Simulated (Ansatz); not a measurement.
# Run report: TiH$_{3}$BrO$_{2}$F$_{2}$, geometry relaxation (part 2 of 2)

Continued. System: TiH$_{3}$BrO$_{2}$F$_{2}$. Method: RKS PBE-D4/def2-SVP (Ansatz 0.2.0). It belongs to a series of runs on one base structure; here: end point A relaxed.

Geometry of the input (Å):
```
Ti -0.0956  -0.1860  -0.0028
O  -0.0797  -0.2538  1.8774
H  -0.9096  -0.1240  2.3751
O  1.5721  -0.2660  -0.6064
H  2.1554  -1.0019  -0.8647
F  -0.9586  1.2144  -0.6115
F  -0.9685  -1.6050  -0.5499
Br 1.6374  2.7915  1.4820
H  1.1662  1.5378  2.1743
```

### Trajectory as extended XYZ, continued
```
9
Properties=species:S:1:pos:R:3:forces:R:3 step=11 energy=-102701.31039
Ti   -0.2290   -0.2935   -0.1381   -0.2089  -0.0865  -0.0944
O    -0.1663    0.3406    1.5743   -0.0436  -0.0265  -0.0594
H    -0.9386    0.4431    2.1634    0.0290   0.0136   0.0019
O     1.3896   -0.0939   -0.8247    0.0324  -0.0858   0.0013
H     2.2013   -0.6339   -0.8674   -0.0643   0.0843   0.0099
F    -1.4214    0.6068   -1.0749    0.1830  -0.1389   0.1423
F    -0.7050   -1.9906   -0.0909    0.0767   0.2559  -0.0020
Br    2.2427    2.3275    2.4393   -0.1536  -0.1543  -0.0608
H     1.1458    1.4008    2.0925    0.1493   0.1382   0.0611
9
Properties=species:S:1:pos:R:3:forces:R:3 step=12 energy=-102701.31688
Ti   -0.2415   -0.2936   -0.1375   -0.2214  -0.1197  -0.1234
O    -0.2141    0.3984    1.5523   -0.0200  -0.0240  -0.0613
H    -0.9894    0.5014    2.1355   -0.0078   0.0141   0.0269
O     1.3708   -0.0395   -0.8195    0.0621  -0.1112  -0.0028
H     2.2150   -0.5311   -0.8251   -0.1048   0.1083   0.0157
F    -1.4698    0.5209   -1.1089    0.2170  -0.1426   0.1695
F    -0.6375   -2.0105   -0.0368    0.0728   0.2986  -0.0113
Br    2.3412    2.1831    2.4190   -0.1832  -0.1432  -0.0586
H     1.1446    1.3778    2.0944    0.1854   0.1197   0.0452
9
Properties=species:S:1:pos:R:3:forces:R:3 step=13 energy=-102701.32498
Ti   -0.2530   -0.2896   -0.1328   -0.2521  -0.1496  -0.1346
O    -0.2713    0.4605    1.5327   -0.0378  -0.0386  -0.0646
H    -1.0525    0.5595    2.1097    0.0262   0.0146   0.0102
O     1.3520    0.0227   -0.8067    0.1482  -0.1611   0.0011
H     2.2296   -0.4098   -0.7647   -0.2045   0.1564   0.0181
F    -1.5120    0.4311   -1.1420    0.2636  -0.1479   0.2073
F    -0.5634   -2.0218    0.0247    0.0664   0.3508  -0.0250
Br    2.4334    2.0199    2.3764   -0.2198  -0.1475  -0.0681
H     1.1563    1.3344    2.0762    0.2100   0.1230   0.0556
9
Properties=species:S:1:pos:R:3:forces:R:3 step=14 energy=-102701.33696
Ti   -0.2599   -0.2847   -0.1280   -0.2097  -0.1499  -0.1246
O    -0.3166    0.5120    1.5155   -0.0397  -0.0334  -0.0624
H    -1.1002    0.6052    2.0897    0.0178   0.0101   0.0116
O     1.3376    0.0749   -0.7957    0.1669  -0.1775   0.0032
H     2.2409   -0.2943   -0.7002   -0.2512   0.1693   0.0219
F    -1.5384    0.3545   -1.1673    0.2676  -0.1301   0.2127
F    -0.4988   -2.0229    0.0806    0.0480   0.3473  -0.0359
Br    2.5066    1.8516    2.3108   -0.2562  -0.1249  -0.0561
H     1.1480    1.3109    2.0681    0.2565   0.0889   0.0297
9
Properties=species:S:1:pos:R:3:forces:R:3 step=15 energy=-102701.35367
Ti   -0.2681   -0.2780   -0.1221   -0.1876  -0.1267  -0.0998
O    -0.3661    0.5700    1.4944   -0.0192  -0.0565  -0.0796
H    -1.1498    0.6530    2.0697    0.0273   0.0161   0.0199
O     1.3195    0.1261   -0.7851    0.4378  -0.2432   0.0397
H     2.2493   -0.1559   -0.6120   -0.5183   0.2363  -0.0215
F    -1.5601    0.2728   -1.1929    0.2468  -0.1024   0.1975
F    -0.4362   -2.0153    0.1460    0.0282   0.3033  -0.0413
Br    2.5661    1.6849    2.2410   -0.2420  -0.1151  -0.0542
H     1.1646    1.2493    2.0346    0.2271   0.0881   0.0392
9
Properties=species:S:1:pos:R:3:forces:R:3 step=16 energy=-102701.37303
Ti   -0.2730   -0.2776   -0.1213   -0.1159  -0.1049  -0.0739
O    -0.3920    0.6092    1.4723   -0.0316   0.0004  -0.0189
H    -1.1697    0.6850    2.0563    0.0255   0.0111   0.0141
O     1.3047    0.1534   -0.7863    0.7324  -0.2370   0.1117
H     2.2476   -0.0198   -0.5211   -0.8032   0.2385  -0.1092
F    -1.5721    0.2051   -1.2119    0.1844  -0.0668   0.1484
F    -0.3921   -2.0079    0.1988    0.0097   0.2169  -0.0392
Br    2.6112    1.5085    2.1732   -0.3166  -0.0696  -0.0462
H     1.1546    1.2509    2.0136    0.3154   0.0115   0.0132
9
Properties=species:S:1:pos:R:3:forces:R:3 step=17 energy=-102701.39675
Ti   -0.2786   -0.2750   -0.1198   -0.0788  -0.0469  -0.0561
O    -0.4233    0.6686    1.4400   -0.0081  -0.0404  -0.0091
H    -1.1933    0.7340    2.0354    0.0428   0.0171   0.0174
O     1.2914    0.1752   -0.7868    1.0604  -0.1392   0.2789
H     2.2283    0.1459   -0.4215   -1.1283   0.1321  -0.2835
F    -1.5795    0.1273   -1.2377    0.1380  -0.0461   0.1126
F    -0.3516   -1.9924    0.2689    0.0004   0.1458  -0.0357
Br    2.6439    1.3723    2.1070   -0.1947  -0.0733  -0.0365
H     1.1819    1.1511    1.9878    0.1682   0.0508   0.0120
9
Properties=species:S:1:pos:R:3:forces:R:3 step=18 energy=-102701.41998
Ti   -0.2763   -0.2794   -0.1168    0.0493  -0.0256  -0.0415
O    -0.4349    0.6938    1.4243   -0.0200   0.0348   0.0248
H    -1.1988    0.7579    2.0275    0.0406   0.0179   0.0170
O     1.2956    0.1806   -0.7703    0.8624   0.0205   0.2626
H     2.1928    0.2997   -0.3257   -1.0032  -0.0658  -0.3034
F    -1.5693    0.0736   -1.2568    0.0679  -0.0213   0.0591
F    -0.3266   -1.9856    0.3151   -0.0099   0.0648  -0.0360
Br    2.6619    1.1968    2.0244   -0.1988   0.0383   0.0256
H     1.1748    1.1695    1.9518    0.2117  -0.0636  -0.0081
9
Properties=species:S:1:pos:R:3:forces:R:3 step=19 energy=-102701.44260
Ti   -0.2546   -0.2898   -0.1423   -0.9286  -0.0705   0.5002
O    -0.3984    0.6961    1.4081   -0.0150  -0.0815  -0.1061
H    -1.1303    0.7744    2.0507    0.0854  -0.0232  -0.0987
O     1.2989    0.1145   -0.8198    0.7548   0.1576  -0.1774
H     2.0884    0.3402   -0.2675   -0.0177   0.0301  -0.0416
F    -1.5534    0.0800   -1.2689    0.0846  -0.0285   0.0271
F    -0.3496   -1.9923    0.2973    0.0342   0.0412  -0.0504
Br    2.6442    1.2428    2.0476    0.1226   0.0098  -0.0225
H     1.1740    1.1410    1.9683   -0.1203  -0.0351  -0.0306
9
Properties=species:S:1:pos:R:3:forces:R:3 step=20 energy=-102701.45527
Ti   -0.2729   -0.2897   -0.1288   -0.2037  -0.0182   0.0842
O    -0.4125    0.6983    1.4110   -0.0041  -0.0580  -0.0443
H    -1.1447    0.7791    2.0499    0.0415   0.0103  -0.0017
O     1.3099    0.1275   -0.7719    0.1013  -0.0191  -0.1340
H     2.0826    0.3795   -0.2100    0.0724   0.0370   0.0292
F    -1.5430    0.0726   -1.2875    0.0194  -0.0036   0.0214
F    -0.3552   -1.9952    0.2959   -0.0051   0.0164  -0.0114
Br    2.6636    1.2371    1.9904    0.0332   0.0070   0.0171
H     1.1913    1.0977    1.9244   -0.0550   0.0282   0.0395
9
Properties=species:S:1:pos:R:3:forces:R:3 step=21 energy=-102701.45850
Ti   -0.2792   -0.2957   -0.1339    0.0730   0.0197   0.0036
O    -0.3973    0.6885    1.4075   -0.0178  -0.0341  -0.0215
H    -1.1233    0.7762    2.0513   -0.0077   0.0110   0.0187
O     1.3111    0.1058   -0.7915    0.0341  -0.0094   0.0362
H     2.0883    0.3711   -0.2386   -0.0614  -0.0054  -0.0239
F    -1.5505    0.0784   -1.2859    0.0014   0.0028   0.0179
F    -0.3731   -2.0015    0.2844   -0.0156   0.0153  -0.0073
Br    2.6585    1.2625    2.0238   -0.0217   0.0001  -0.0091
H     1.1847    1.1215    1.9564    0.0157   0.0001  -0.0145
9
Properties=species:S:1:pos:R:3:forces:R:3 step=22 energy=-102701.45960
Ti   -0.2746   -0.2969   -0.1329    0.0330   0.0060  -0.0014
O    -0.3959    0.6793    1.4125   -0.0203  -0.0225  -0.0051
H    -1.1211    0.7693    2.0573    0.0038   0.0080   0.0051
O     1.3194    0.0943   -0.7879   -0.0144  -0.0220   0.0121
H     2.0874    0.3684   -0.2281   -0.0028   0.0129  -0.0004
F    -1.5432    0.0924   -1.2824    0.0005   0.0043   0.0062
F    -0.3865   -2.0037    0.2756   -0.0079   0.0069  -0.0073
Br    2.6529    1.2791    2.0081    0.0112   0.0063   0.0041
H     1.1806    1.1247    1.9514   -0.0031   0.0000  -0.0134
9
Properties=species:S:1:pos:R:3:forces:R:3 step=23 energy=-102701.46084
Ti   -0.2715   -0.3041   -0.1320    0.0023  -0.0130  -0.0161
O    -0.3911    0.6554    1.4221   -0.0082  -0.0096   0.0041
H    -1.1139    0.7550    2.0684    0.0161   0.0059  -0.0042
O     1.3325    0.0659   -0.7780   -0.0480  -0.0248   0.0304
H     2.0843    0.3643   -0.2088    0.0314   0.0189  -0.0061
F    -1.5308    0.1228   -1.2782    0.0053   0.0045  -0.0032
F    -0.4221   -2.0141    0.2510    0.0035   0.0103  -0.0096
Br    2.6500    1.3274    1.9937   -0.0042  -0.0003  -0.0058
H     1.1817    1.1343    1.9353    0.0018   0.0081   0.0105
9
Properties=species:S:1:pos:R:3:forces:R:3 step=24 energy=-102701.45887 accepted=F
Ti   -0.2758   -0.3191   -0.1217    0.0643   0.0627   0.0438
O    -0.3903    0.6227    1.4421    0.2729  -0.0794  -0.2411
H    -1.1170    0.7812    2.0594   -0.2822   0.0717   0.2503
O     1.3281    0.0454   -0.7578   -0.1612  -0.0966  -0.1772
H     2.0896    0.3697   -0.2300    0.2234   0.1025   0.1665
F    -1.5118    0.1504   -1.2718   -0.0934   0.0071  -0.0536
F    -0.4324   -2.0331    0.2267   -0.0317  -0.0807   0.0055
Br    2.6441    1.3608    1.9841    0.0519   0.0119   0.0028
H     1.1845    1.1289    1.9427   -0.0438   0.0008   0.0030
9
Properties=species:S:1:pos:R:3:forces:R:3 step=25 energy=-102701.46173
Ti   -0.2730   -0.3107   -0.1294    0.0315   0.0022  -0.0101
O    -0.3886    0.6415    1.4288    0.0194  -0.0078  -0.0157
H    -1.1128    0.7614    2.0685   -0.0212   0.0090   0.0229
O     1.3340    0.0529   -0.7690   -0.0476  -0.0225   0.0069
H     2.0860    0.3711   -0.2115    0.0298   0.0153   0.0103
F    -1.5239    0.1339   -1.2777   -0.0111   0.0048  -0.0082
F    -0.4327   -2.0226    0.2387   -0.0050  -0.0072  -0.0059
Br    2.6487    1.3407    1.9854    0.0034   0.0078   0.0016
H     1.1815    1.1385    1.9398    0.0008  -0.0017  -0.0017
9
Properties=species:S:1:pos:R:3:forces:R:3 step=26 energy=-102701.46353
Ti   -0.2753   -0.3323   -0.1235   -0.0032  -0.0140  -0.0220
O    -0.3769    0.5872    1.4537    0.0235  -0.0049   0.0027
H    -1.1030    0.7658    2.0776   -0.0157   0.0020   0.0041
O     1.3461   -0.0012   -0.7388    0.0220   0.0047   0.0255
H     2.0900    0.3708   -0.2020   -0.0236  -0.0071  -0.0126
F    -1.4985    0.1893   -1.2722    0.0126  -0.0120   0.0264
F    -0.4900   -2.0520    0.1831   -0.0046   0.0337  -0.0093
Br    2.6413    1.4332    1.9551   -0.0542  -0.0109  -0.0031
H     1.1854    1.1462    1.9405    0.0432   0.0087  -0.0117
9
Properties=species:S:1:pos:R:3:forces:R:3 step=27 energy=-102701.46139 accepted=F
Ti   -0.2764   -0.3623   -0.1108   -0.0944  -0.0821  -0.0953
O    -0.3627    0.5060    1.4952   -0.1362   0.0813   0.1468
H    -1.0951    0.7786    2.0845    0.1596  -0.0723  -0.1532
O     1.3626   -0.0700   -0.6915    0.1354   0.0621   0.0697
H     2.0992    0.3716   -0.1936   -0.1409  -0.0705  -0.0596
F    -1.4596    0.2668   -1.2561    0.0967  -0.0685   0.1325
F    -0.5604   -2.0905    0.1072    0.0139   0.1728  -0.0200
Br    2.6254    1.5437    1.9097   -0.1607  -0.0427  -0.0096
H     1.1862    1.1631    1.9288    0.1265   0.0198  -0.0113
9
Properties=species:S:1:pos:R:3:forces:R:3 step=28 energy=-102701.46406
Ti   -0.2720   -0.3410   -0.1193   -0.0326  -0.0441  -0.0393
O    -0.3689    0.5555    1.4711    0.0147   0.0119   0.0101
H    -1.0985    0.7554    2.0847   -0.0053  -0.0016  -0.0045
O     1.3591   -0.0273   -0.7168   -0.0142  -0.0135   0.0053
H     2.0940    0.3633   -0.1809   -0.0027   0.0050  -0.0060
F    -1.4821    0.2252   -1.2622    0.0334  -0.0168   0.0361
F    -0.5228   -2.0628    0.1509    0.0056   0.0587  -0.0112
Br    2.6308    1.4747    1.9222   -0.0342   0.0036   0.0108
H     1.1796    1.1639    1.9237    0.0352  -0.0033  -0.0013
9
Properties=species:S:1:pos:R:3:forces:R:3 step=29 energy=-102701.46453
Ti   -0.2724   -0.3531   -0.1156   -0.0534  -0.0337  -0.0258
O    -0.3596    0.5282    1.4841   -0.0180   0.0159   0.0304
H    -1.0933    0.7630    2.0815    0.0212  -0.0114  -0.0287
O     1.3639   -0.0558   -0.7023    0.0450   0.0082   0.0049
H     2.0959    0.3662   -0.1860   -0.0315  -0.0103  -0.0119
F    -1.4691    0.2520   -1.2537    0.0370  -0.0245   0.0460
F    -0.5491   -2.0753    0.1260    0.0043   0.0606  -0.0112
Br    2.6216    1.5198    1.9137   -0.0377  -0.0066   0.0001
H     1.1814    1.1620    1.9258    0.0330   0.0018  -0.0037
9
Properties=species:S:1:pos:R:3:forces:R:3 step=30 energy=-102701.46475
Ti   -0.2714   -0.3540   -0.1149   -0.0361  -0.0190  -0.0166
O    -0.3580    0.5267    1.4854   -0.0235   0.0107   0.0295
H    -1.0942    0.7635    2.0791    0.0262  -0.0103  -0.0284
O     1.3659   -0.0595   -0.7012    0.0383   0.0084   0.0061
H     2.0958    0.3684   -0.1868   -0.0299  -0.0112  -0.0118
F    -1.4678    0.2540   -1.2507    0.0249  -0.0160   0.0305
F    -0.5527   -2.0749    0.1243    0.0032   0.0376  -0.0078
Br    2.6194    1.5250    1.9120   -0.0224  -0.0055  -0.0002
H     1.1822    1.1578    1.9263    0.0192   0.0052  -0.0013
9
Properties=species:S:1:pos:R:3:forces:R:3 step=31 energy=-102701.46477
Ti   -0.2725   -0.3550   -0.1117    0.0257  -0.0229  -0.0509
O    -0.3585    0.5208    1.4901   -0.0004   0.0049   0.0131
H    -1.1026    0.7644    2.0696    0.0011   0.0078   0.0082
O     1.3666   -0.0617   -0.6978    0.0017   0.0019   0.0109
H     2.0959    0.3703   -0.1866   -0.0270  -0.0105  -0.0089
F    -1.4673    0.2565   -1.2465    0.0115  -0.0072   0.0241
F    -0.5549   -2.0763    0.1199   -0.0016   0.0247  -0.0011
Br    2.6235    1.5300    1.9084   -0.0189  -0.0048  -0.0001
H     1.1891    1.1579    1.9281    0.0079   0.0061   0.0047
9
Properties=species:S:1:pos:R:3:forces:R:3 step=32 energy=-102701.46499
Ti   -0.2686   -0.3606   -0.1117    0.0164   0.0026   0.0005
O    -0.3496    0.5090    1.4953   -0.0279   0.0081   0.0183
H    -1.0960    0.7638    2.0682    0.0188  -0.0037  -0.0126
O     1.3728   -0.0784   -0.6964    0.0106   0.0071   0.0072
H     2.0965    0.3687   -0.1905   -0.0213  -0.0089  -0.0041
F    -1.4617    0.2695   -1.2365   -0.0018   0.0053  -0.0029
F    -0.5704   -2.0789    0.1081    0.0011  -0.0070   0.0004
Br    2.6136    1.5483    1.9054    0.0065   0.0044  -0.0015
H     1.1826    1.1655    1.9316   -0.0022  -0.0078  -0.0054
```

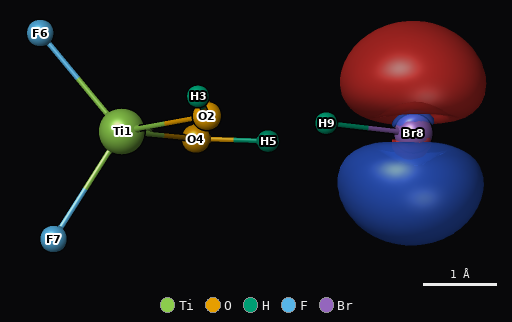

Fig. 1: The HOMO at ±0.2 Å⁻³ᐟ² (blue and red are the two phases), seen from the side. Its energy is −7.06 eV.

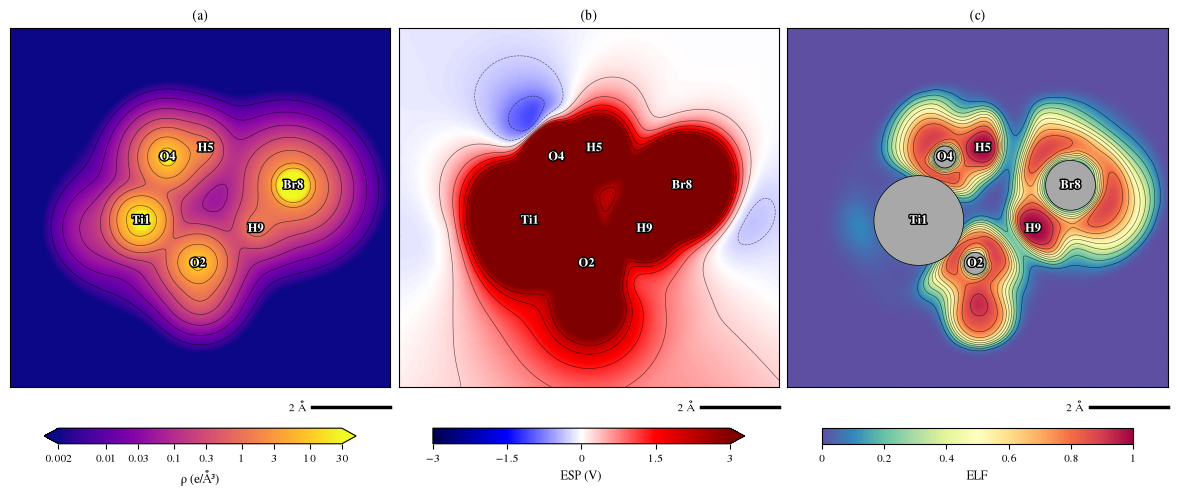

Fig. 2: (a) electron density; (b) electrostatic potential; (c) electron localisation function on the plane of atoms Ti1, O4 and H5. Grey discs, where drawn, cover atomic cores. O2···H9 (1.72 Å): ρ at the midpoint is about 0.6 e/Å³, with its minimum of 0.31 e/Å³ about 1.1 Å from O; the ELF is only about 0.20 between them (a non-bonded, intermolecular contact). Ti–O (1.77 Å): ρ at the midpoint is about 1.1 e/Å³; the ELF peaks at about 0.85 in the valence shell of O, 0.5 Å from its nucleus, and is about 0.30 at the midpoint. O–H (0.99 Å): ρ is about 3.4 e/Å³ halfway, with its minimum of 2.1 e/Å³ about 0.8 Å from O; the ELF climbs to about 1 towards the hydrogen, as it does in any bond to H; a covalent bond by its length. Br–H (1.48 Å): ρ is about 1.5 e/Å³ halfway, with its minimum of 1.2 e/Å³ about 1.0 Å from Br; the ELF climbs to about 1 towards the hydrogen.

### Summary

| quantity | value |
| --- | --- |
| outcome | converged |
| total energy | −102701.4651 eV |
| mean-field energy | −102701.2544 eV |
| largest force (length of the vector) at the end | 0.034 eV/Å |
| wall time | 75 s (CPU time 4.7 min) |
| peak memory | 0.22 GiB |
